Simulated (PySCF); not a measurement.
Si(H)(OMe)2(SeH), C₂H₈O₂SeSi, SMILES CO[SiH]([SeH])OC at its CAM-B3LYP/def2-SVP optimised geometry (Å):

```
14

Si    -1.4839     0.5397     0.0000
Se    -2.1052    -0.6056     1.8850
O     -2.0038    -0.1780    -1.3769
C     -1.7572    -1.4972    -1.8000
O      0.1627     0.5397     0.0000
C      1.0380     1.1296     0.9263
H     -2.0710     1.8972     0.0000
H     -3.4887    -0.1170     1.8109
H     -2.0448    -2.2291    -1.0261
H     -0.6923    -1.6457    -2.0436
H     -2.3529    -1.6915    -2.7033
H      2.0710     0.8825     0.6417
H      0.9386     2.2291     0.9361
H      0.8625     0.7598     1.9513
```

Method: CAM-B3LYP/def2-TZVP run with PySCF. Cells within 0.4 Å of a nucleus heavier than hydrogen are left out (blank, or x).

Map of the deformation density (molecule minus spherical neutral atoms) (e/bohr³) on the plane z = 1.0 Å:

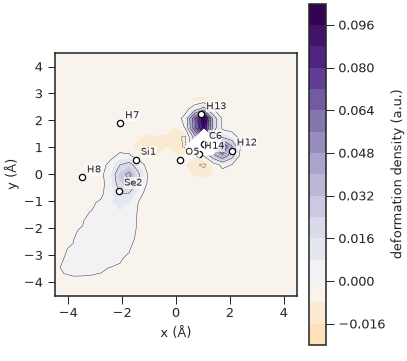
*Deformation density (molecule minus spherical neutral atoms) (e/bohr³) on the plane z = 1.0 Å.*
